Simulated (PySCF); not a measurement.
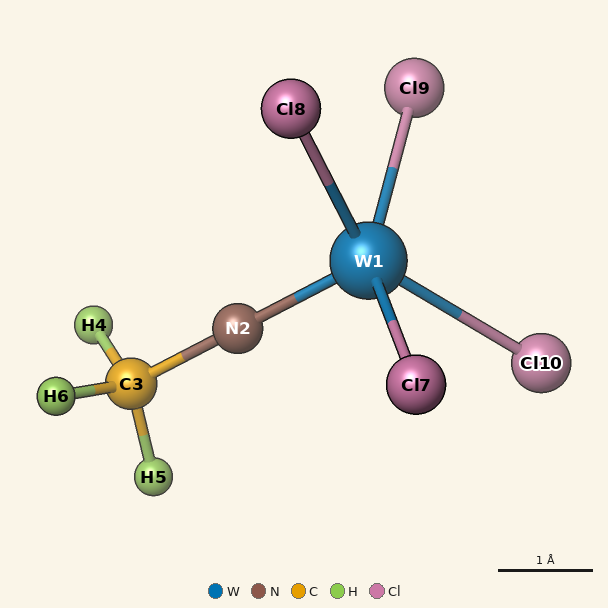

Orthographic view. Atoms fade into the background with distance from the viewer. State: charge −1, doublet. The computed structure is the end point of a PBE0-D3(BJ)/def2-SVP optimisation. No frequency run is at hand to confirm it as a minimum. Other spin states may lie lower.

Write the connection table.

W1: N2, Cl7, Cl8, Cl9, Cl10
N2: W1, C3
C3: N2, H4, H5, H6
H4: C3
H5: C3
H6: C3
Cl7: W1
Cl8: W1
Cl9: W1
Cl10: W1
